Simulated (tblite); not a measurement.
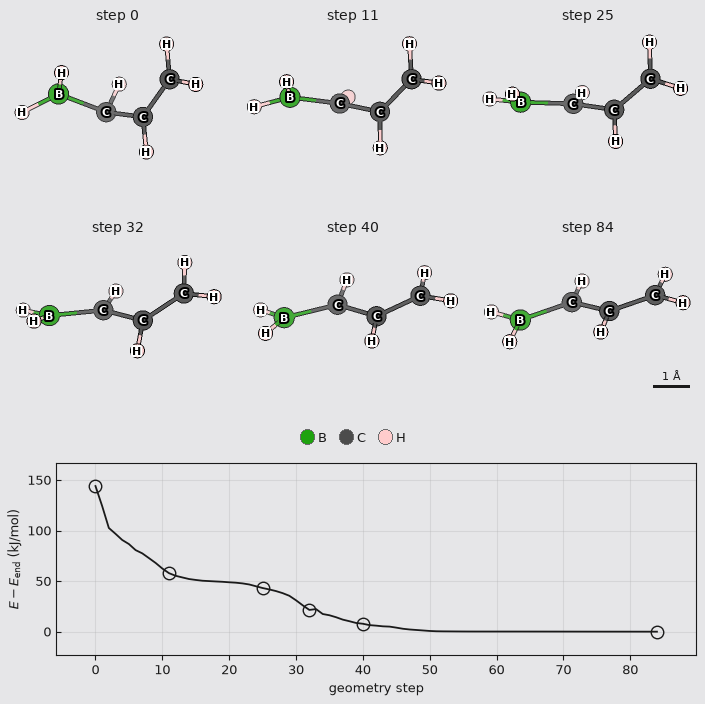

Frames of a relaxation of C$_{3}$H$_{6}$B (multiplicity 2), marked on the history of the run. The picture is a ball-and-stick view, seen at a tilt.

Method: GFN2-xTB geometry optimisation, gas phase in tblite 0.8.0. 

Question: What happens along the run?

Answer: After 84 geometry steps the energy has fallen by 144.0 kJ/mol. The largest move after the best rigid fit is that of an H atom, 1.70 Å. By element the largest moves are H 1.70 Å, C 0.79 Å, B 0.45 Å. Among the contacts that change: C–C 1.483 → 1.401 Å, B–C 1.592 → 1.523 Å, B–H 1.197 → 1.172 Å, C–C 1.338 → 1.359 Å. Bond angles that change, for instance: B–C–C 105.8° → 124.4°, B–C–H 109.4° → 121.0°, C–C–H 107.1° → 114.6°. Cost: 0.37 s on 1 thread of Intel(R) Xeon(R) Platinum 8259CL CPU @ 2.50GHz (shared host). From step 0 to 11: an H atom moves most (0.43 Å), energy −86.2 kJ/mol. From step 11 to 25: an H atom moves most (0.42 Å), energy −14.7 kJ/mol. From step 25 to 32: an H atom moves most (0.50 Å), energy −21.7 kJ/mol. From step 32 to 40: H atoms move most (0.41 Å), energy −13.7 kJ/mol. From step 40 to 84: an H atom moves most (0.34 Å), energy −7.84 kJ/mol.

```json
{"step": "0", "E − E(0), kJ/mol": "0.00"}
{"step": "1", "E − E(0), kJ/mol": "-19.78"}
{"step": "2", "E − E(0), kJ/mol": "-41.47"}
{"step": "3", "E − E(0), kJ/mol": "-47.26"}
{"step": "4", "E − E(0), kJ/mol": "-53.33"}
{"step": "5", "E − E(0), kJ/mol": "-57.36"}
{"step": "6", "E − E(0), kJ/mol": "-63.34"}
{"step": "7", "E − E(0), kJ/mol": "-66.57"}
{"step": "8", "E − E(0), kJ/mol": "-71.28"}
{"step": "9", "E − E(0), kJ/mol": "-76.06"}
{"step": "10", "E − E(0), kJ/mol": "-81.56"}
{"step": "14", "E − E(0), kJ/mol": "-91.97"}
{"step": "18", "E − E(0), kJ/mol": "-94.37"}
{"step": "22", "E − E(0), kJ/mol": "-96.29"}
{"step": "26", "E − E(0), kJ/mol": "-102.25"}
{"step": "29", "E − E(0), kJ/mol": "-108.53"}
{"step": "33", "E − E(0), kJ/mol": "-121.71"}
{"step": "37", "E − E(0), kJ/mol": "-132.13"}
{"step": "41", "E − E(0), kJ/mol": "-137.57"}
{"step": "45", "E − E(0), kJ/mol": "-140.04"}
{"step": "49", "E − E(0), kJ/mol": "-142.84"}
{"step": "53", "E − E(0), kJ/mol": "-143.77"}
{"step": "57", "E − E(0), kJ/mol": "-143.90"}
{"step": "61", "E − E(0), kJ/mol": "-143.91"}
{"step": "65", "E − E(0), kJ/mol": "-143.93"}
{"step": "68", "E − E(0), kJ/mol": "-143.94"}
{"step": "72", "E − E(0), kJ/mol": "-143.97"}
{"step": "76", "E − E(0), kJ/mol": "-144.00"}
{"step": "80", "E − E(0), kJ/mol": "-144.01"}
{"step": "84", "E − E(0), kJ/mol": "-144.04"}
```
